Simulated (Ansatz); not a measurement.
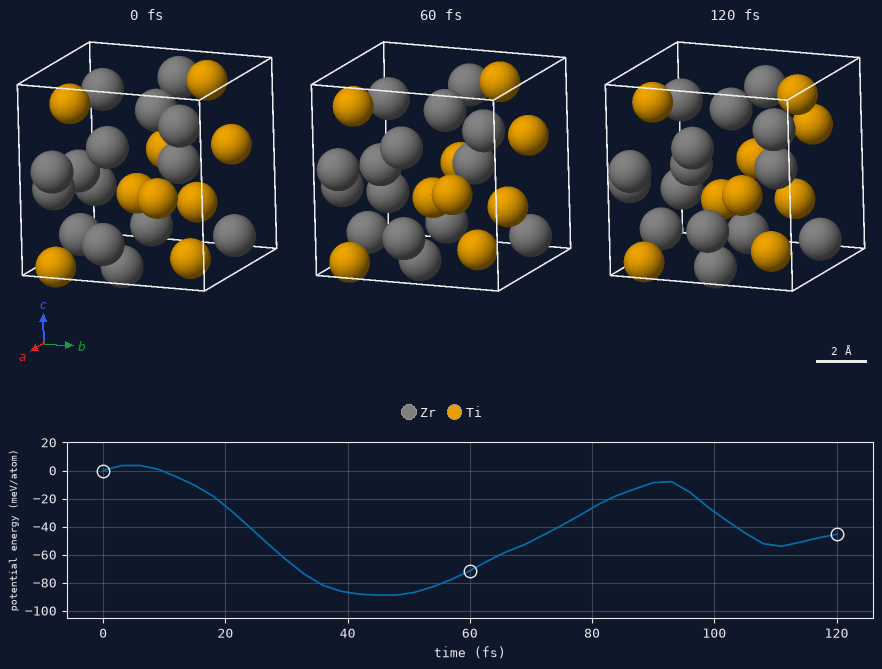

Molecular dynamics of an amorphous cell of composition Zr$_{5}$Ti$_{3}$ (24 atoms in the cell), 120 fs long. It starts from the last geometry of an earlier run, with fresh velocities. Frames and the history of the run. Style: spheres-only. Shown: the simulation cell, slightly off an axis.

Method: DFT PBE, scalar-relativistic, plane waves, PAW in Ansatz. Set-up: plane-wave cutoff 420 eV; k-point mesh 1 × 1 × 1; Fermi-Dirac smearing 0.185 eV; set temperature 2150 K; time step 3 fs.

Question: What do the frames and curves show?

Answer: Root-mean-square distances from the starting positions over the second half, with the common drift of all atoms taken out: Ti 0.60 Å, Zr 0.46 Å. The run lasts only 120 fs, too short to tell vibration from diffusion. The mean temperature in the second half is 2513 K (standard deviation 217 K). The potential energy in the second half lies on average 38.5 meV per atom below the first frame. The mean pressure there is 5.2 GPa.

Limits of the set-up: the k-point mesh is coarse for a cell with partly filled bands; the periodic images lie only 7.9 Å apart, so the values are limited by the cell's size.
